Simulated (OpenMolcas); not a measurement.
Multiconfigurational calculation for Eu³⁺ complex (part 2 of 2)

The same run, continued: Eu³⁺ with 6 ligands (O; octahedron, 2.469 Å), embedded in SrO by model potentials and point charges, whose field is part of the energies. Method: state-averaged CASSCF, active space 6 electrons in the shell 4f, basis ANO-RCC-VDZP on the metal and ANO-RCC-VDZP on the ligands, DKH2 scalar Hamiltonian, spin-orbit coupling by RASSI with atomic mean-field integrals (OpenMolcas).

The program's output (extracts), continued:
```
--- RASSI ---
SPIN-FREE ENERGIES:
  (Shifted by EMIN (a.u.) =     -11291.7671113736)

 SF State       Relative EMIN(au)   Rel lowest level(eV)    D:o, cm**(-1)

     1             0.0000000000        0.0000000000              0.0000
     2             0.0000000000        0.0000000000              0.0000
     3             0.0000000000        0.0000000000              0.0000
     4             0.0023916916        0.0650812448            524.9156
     5             0.0023916916        0.0650812448            524.9156
     6             0.0023916916        0.0650812448            524.9156
     7             0.0035886554        0.0976522877            787.6188
     8             0.1107841250        3.0145896144          24314.3050
     9             0.1107841250        3.0145896144          24314.3050
    10             0.1107841250        3.0145896144          24314.3050
    11             0.1115373769        3.0350866431          24479.6247
    12             0.1115373769        3.0350866431          24479.6247
    13             0.1251639143        3.4058836167          27470.3040
    14             0.1251639143        3.4058836167          27470.3040
    15             0.1251639143        3.4058836167          27470.3040
    16             0.1253580630        3.4111666722          27512.9147
    17             0.1253580630        3.4111666722          27512.9147
    18             0.1258825084        3.4254375568          27628.0171
    19             0.1258825084        3.4254375568          27628.0171
    20             0.1258825084        3.4254375568          27628.0171
    21             0.1269198778        3.4536658172          27855.6934
    22             0.1269198778        3.4536658172          27855.6934
    23             0.1269198778        3.4536658172          27855.6934
    24             0.1285893824        3.4990953519          28222.1073
    25             0.1285893824        3.4990953519          28222.1073
    26             0.1287067086        3.5022879608          28247.8574
    27             0.1287067086        3.5022879608          28247.8574
    28             0.1287067086        3.5022879608          28247.8574
    29             0.1288960858        3.5074411759          28289.4209
    30             0.1319925180        3.5916993888          28969.0092
    31             0.1321926157        3.5971443240          29012.9256
    32             0.1321926157        3.5971443240          29012.9256
    33             0.1321926157        3.5971443240          29012.9256
    34             0.1323878527        3.6024569953          29055.7752
    35             0.1323878527        3.6024569953          29055.7752
    36             0.1337522442        3.6395839787          29355.2245
    37             0.1337522442        3.6395839787          29355.2245
    38             0.1337522442        3.6395839787          29355.2245
    39             0.1515406656        4.1236315849          33259.3317
    40             0.1515406656        4.1236315849          33259.3317
Eigenvalues of complex Hamiltonian:
   -----------------------------------
  (Shifted by EMIN (a.u.) =     -11291.7671113736)

 SO State       Relative EMIN(au)   Rel lowest level(eV)    D:o, cm**(-1)

     1            -0.0163413738        0.0000000000              0.0000
     2            -0.0146995815        0.0446754460            360.3318
     3            -0.0146995814        0.0446754467            360.3318
     4            -0.0146995814        0.0446754476            360.3318
     5            -0.0122767756        0.1106033511            892.0762
     6            -0.0122767756        0.1106033529            892.0762
     7            -0.0113518816        0.1357710007           1095.0670
     8            -0.0113518816        0.1357710002           1095.0670
     9            -0.0113518816        0.1357710002           1095.0670
    10            -0.0079576021        0.2281340497           1840.0252
    11            -0.0075758563        0.2385218836           1923.8087
    12            -0.0075758563        0.2385218838           1923.8087
    13            -0.0075758563        0.2385218844           1923.8087
    14            -0.0073344752        0.2450901976           1976.7858
    15            -0.0073344752        0.2450901978           1976.7858
    16            -0.0073344752        0.2450901979           1976.7858
    17            -0.0037481694        0.3426785496           2763.8889
    18            -0.0037481694        0.3426785506           2763.8889
    19            -0.0037481694        0.3426785504           2763.8889
    20            -0.0025597678        0.3750166059           3024.7129
    21            -0.0025597677        0.3750166064           3024.7129
    22            -0.0024436282        0.3781769238           3050.2026
    23            -0.0024436282        0.3781769239           3050.2026
    24            -0.0024436282        0.3781769244           3050.2026
    25            -0.0023343298        0.3811510844           3074.1908
    26             0.0017523030        0.4923540289           3971.1031
    27             0.0017523030        0.4923540292           3971.1031
    28             0.0017523030        0.4923540287           3971.1031
    29             0.0019121242        0.4967029864           4006.1798
    30             0.0019121242        0.4967029862           4006.1798
    31             0.0020083812        0.4993222725           4027.3057
    32             0.0020083812        0.4993222726           4027.3057
    33             0.0020083812        0.4993222724           4027.3057
    34             0.0029367714        0.5245850549           4231.0638
    35             0.0029367713        0.5245850544           4231.0638
    36             0.0029367714        0.5245850549           4231.0638
    37             0.0071693453        0.6397592588           5160.0064
    38             0.0071693452        0.6397592575           5160.0064
    39             0.0072801213        0.6427736285           5184.3189
    40             0.0072801213        0.6427736274           5184.3189
    41             0.0072801213        0.6427736264           5184.3189
Weights of the five most important spin-orbit-free states for each spin-orbit state.

 SO State  Total energy (au)           Spin-free states, spin, and weights
 -------------------------------------------------------------------------------------------------------
    1        -0.016341       2 3.0  0.1656    1 3.0  0.1656    3 3.0  0.1656    5 3.0  0.1200    4 3.0  0.1200
    2        -0.014700       3 3.0  0.2613    2 3.0  0.2607    4 3.0  0.1201    5 3.0  0.1201    6 3.0  0.1128
    3        -0.014700       1 3.0  0.2613    2 3.0  0.2601    6 3.0  0.1201    5 3.0  0.1200    4 3.0  0.1128
    4        -0.014700       1 3.0  0.2607    3 3.0  0.2601    6 3.0  0.1201    4 3.0  0.1200    5 3.0  0.1129
    5        -0.012277       2 3.0  0.2515    3 3.0  0.2385    1 3.0  0.2048    5 3.0  0.1584    4 3.0  0.1150
    6        -0.012277       1 3.0  0.2584    3 3.0  0.2247    2 3.0  0.2117    6 3.0  0.1811    4 3.0  0.0697
    7        -0.011352       3 3.0  0.3716    6 3.0  0.1872    5 3.0  0.1867    7 3.0  0.1147    2 3.0  0.0567
    8        -0.011352       2 3.0  0.3620    4 3.0  0.1867    6 3.0  0.1815    7 3.0  0.1147    1 3.0  0.0648
    9        -0.011352       1 3.0  0.3635    4 3.0  0.1871    5 3.0  0.1815    7 3.0  0.1147    2 3.0  0.0648
   10        -0.007958       3 3.0  0.1891    2 3.0  0.1891    1 3.0  0.1891    5 3.0  0.1382    6 3.0  0.1382
   11        -0.007576       7 3.0  0.1995    2 3.0  0.1935    3 3.0  0.1928    5 3.0  0.1629    4 3.0  0.1618
   12        -0.007576       7 3.0  0.1995    2 3.0  0.1934    1 3.0  0.1927    5 3.0  0.1627    6 3.0  0.1618
```

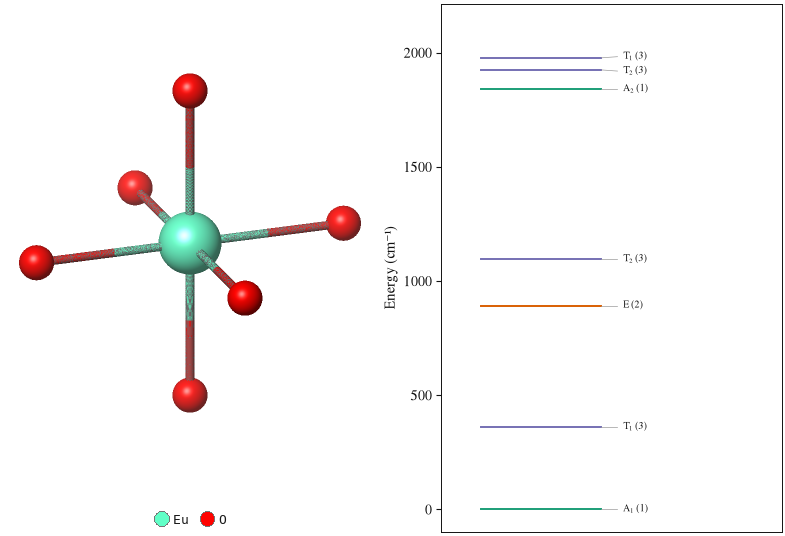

Eu³⁺ (4f⁶) as a dopant in SrO, a cluster with its 6 nearest O²⁻ at 2.469 Å (octahedron) embedded in model potentials and point charges; the geometry was set, not optimised, and its levels. Labels give the representation in O, Td, D4 or D3 as the site allows (double group for half-integer spin) where it could be assigned and, in brackets, the degeneracy; spin-free states, where drawn, share the zero of the spin-orbit levels. The ground level is A₁, non-degenerate, 95 % from states of spin multiplicity 7 (of the 140 states of multiplicity 5, 77 enter the spin-orbit step). The next level lies at 360 cm⁻¹ (T₁). The active orbitals hold 99 to 100 % metal character (Löwdin), and the Mulliken charge of the metal is +2.60.

Outcome of the run: converged.
